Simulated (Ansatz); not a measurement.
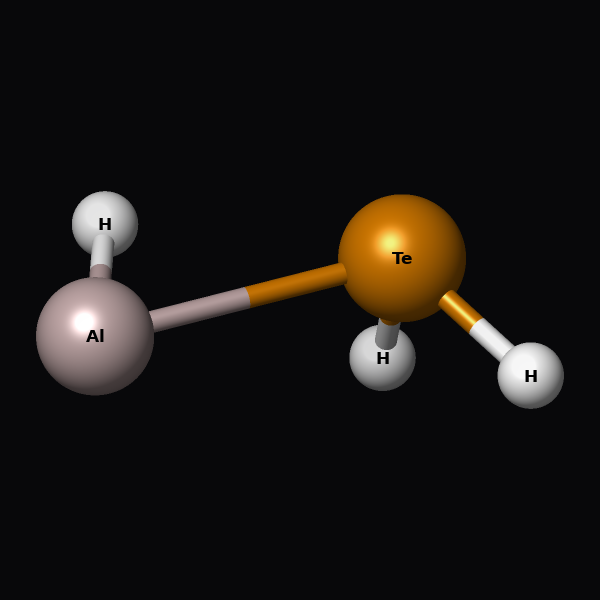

The geometry was computed by an optimisation with PBE0-D4/def2-TZVP. No frequency run is at hand to confirm it as a minimum.

Describe the molecule.

It has 5 atoms: 1 aluminium, 3 hydrogen and 1 tellurium (AlH₃Te). The point group is C1. Coordination: 1 Al bent; 1 Te trigonal pyramidal.

The parts below concern this one geometry. Atoms keep their numbers from picture to picture.

Shape

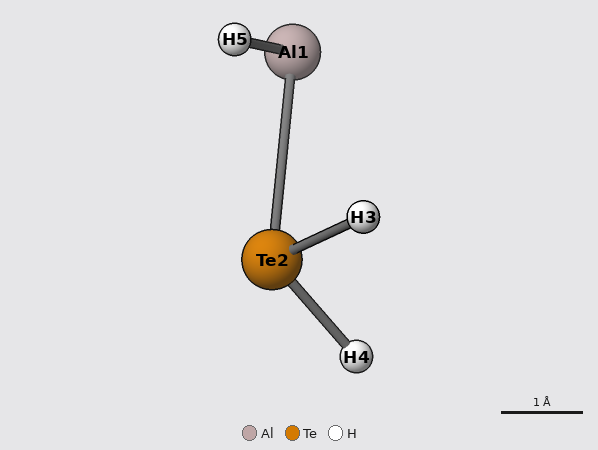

The atoms are numbered. No frequency run is at hand to confirm it as a minimum.

What are the angles Te2–Al1–H5, Al1–Te2–H3, Al1–Te2–H4, H3–Te2–H4?

| angle | degrees |
| --- | --- |
| Te2–Al1–H5 | 65.8 |
| Al1–Te2–H3 | 89.9 |
| Al1–Te2–H4 | 114.0 |
| H3–Te2–H4 | 90.4 |

Electronic properties

No frequency run is at hand to confirm it as a minimum. Properties computed with RKS PBE0-D4/def2-TZVPP, core potentials on Te (Ansatz 0.2.0).

What does the calculation give?

- HOMO energy (Kohn–Sham orbital): −5.49 eV
- LUMO energy (Kohn–Sham orbital): −1.62 eV
- HOMO–LUMO gap: 3.87 eV

Charges

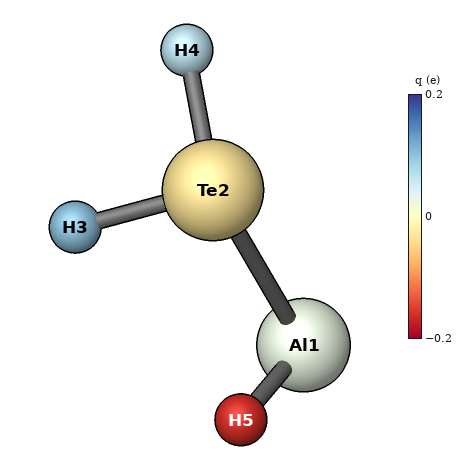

Atoms are coloured by their Mulliken charges. No frequency run is at hand to confirm it as a minimum. Level of theory: RKS PBE0-D4/def2-TZVP, core potentials on Te (Ansatz 0.2.0).

Which atom carries the highest charge (most positive or least negative)?

Answer. H3 (0.10 e).

And the lowest?

Answer. H5 (−0.16 e).

List the Mulliken charges.

```csv
atom,value (e)
Al1,0.03
Te2,−0.03
H3,0.10
H4,0.07
H5,−0.16
```

Dipole moment

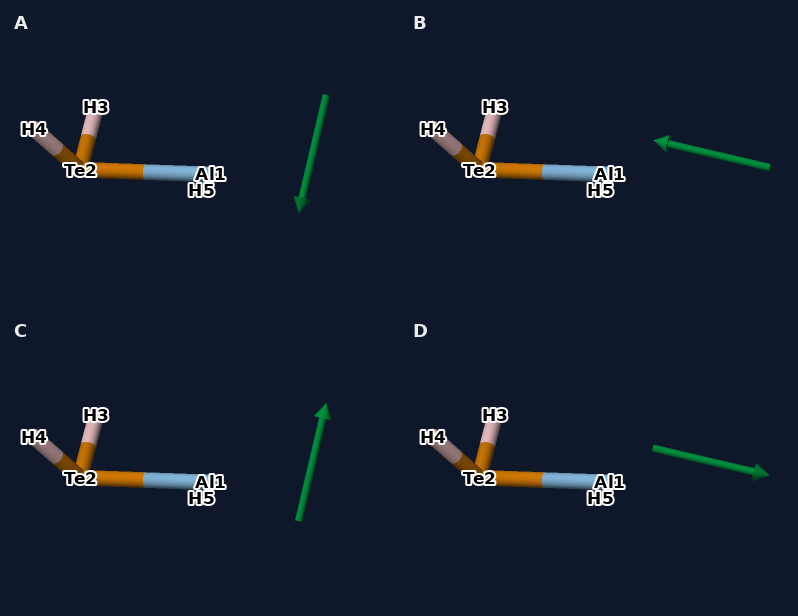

The same molecule four times, each with an arrow. No frequency run is at hand to confirm it as a minimum. Method: RKS PBE0-D4/def2-TZVP, core potentials on Te (Ansatz 0.2.0).

Which arrow points along the dipole moment, from the negative to the positive end?

Answer. B. The dipole moment is 2.03 D; it points from the side of Al1 to the side of H4 (the outermost atoms at the two ends).

Mulliken values depend strongly on the basis set and can even reverse the polarity of a bond.
